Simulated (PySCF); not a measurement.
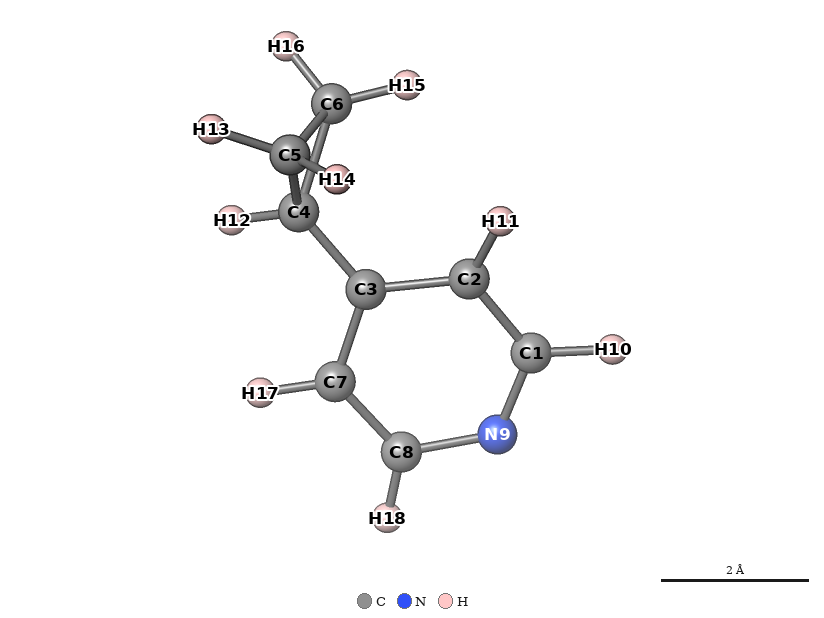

Orthographic view. Depth is shown by fading: the farther an atom, the more it takes the colour of the background. Geometry: a frame of a GFN2-xTB molecular-dynamics simulation, not a minimum.

List the bonded neighbours of every atom.

C1: C2, N9, H10
C2: C1, C3, H11
C3: C2, C4, C7
C4: C3, C5, C6, H12
C5: C4, C6, H13, H14
C6: C4, C5, H15, H16
C7: C3, C8, H17
C8: C7, N9, H18
N9: C1, C8
(terminal hydrogens appear only as neighbours)
